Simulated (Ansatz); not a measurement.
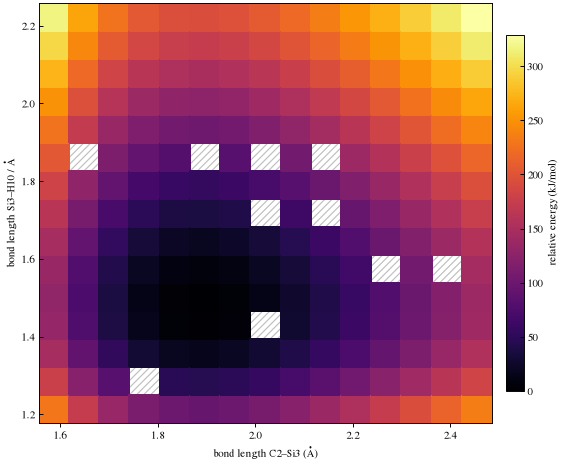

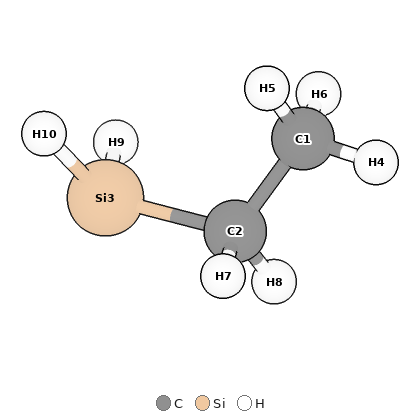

Energy landscape of C₂H₇Si, SMILES CC[SiH2], spin multiplicity 2. 
- Coordinates scanned: (1) bond length C2–Si3; (2) bond length Si3–H10.
- Nothing is relaxed (all other coordinates rigid).
- The grid has 15 × 15 points. At 10 points there is no value.
- All energies are given in kJ/mol relative to the lowest grid point.
- Method: Ansatz 0.2.0, UHF/def2-TZVP.

In the figure: one coloured cell a grid point, hatched blanks where no value was computed. The second picture is the structure at the lowest point.

Summarise what can be read from the map.

The lowest grid point is at bond length C2–Si3 = 1.897 Å, bond length Si3–H10 = 1.502 Å. It is the only kind of minimum in the scanned range. The highest grid point, bond length C2–Si3 = 2.455 Å, bond length Si3–H10 = 2.222 Å, lies 329 kJ/mol above the lowest. Round the minimum the contours are nearly round: the two directions are equally stiff and uncoupled.

The whole map (215 points run) took 14 min on 1 thread of Arm Neoverse V2, on a shared host.
